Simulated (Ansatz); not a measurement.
Electronic density of states of amorphous Si₂₄O₅₁Y₂, density 2.31 g/cm³, on a 2×2×2 Γ-centred mesh with a Gaussian width of 0.1 eV; energies count from the Fermi level, whose place inside the gap is arbitrary. Cell and mesh are small, so fine structure isn't converged. Level of theory: PBE, scalar-relativistic without spin-orbit coupling (plane waves to 420 eV, PAW; Ansatz, an electronic-structure program). Sampling: a 2×2×2 Γ-centred mesh; Fermi-Dirac width 0.02 eV; no spin polarisation. At PBE the levels at the filled edge of the gap are localised (band-tail or defect states), and the nearest spread-out levels lie 5.1 eV apart at the zone centre.

It comes from a melt-quench run on a machine-learned potential (CHGNet), relaxed afterwards by DFT. O atoms were pushed apart under 1.9 Å during the dynamics, to hinder bonds among them. The hot cell started wider than the set density and was brought back towards it in steps. It is the lowest in DFT energy of 2 quenches. It is a model cell: composition and starting density were chosen by hand, and all elements were melted together. No dispersion term was used. Its density started from a set value of 2.38 and ended at 2.31 g/cm³. The quench (nominally 400 K/ps over its main leg) was far faster than any real one, so the model tends to hold more defects than a real film. Values belong to this one cell and scatter from quench to quench. Volume and shape were free in the relaxation.

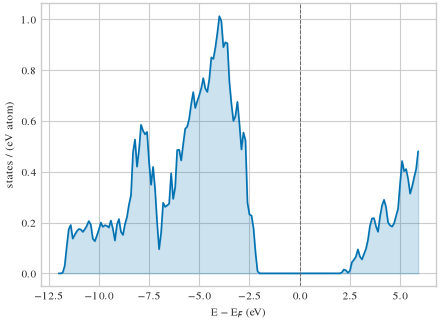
*Density of states per atom*

The level gap on this mesh is 4.51 eV; the broadening fills part of it in the curve.
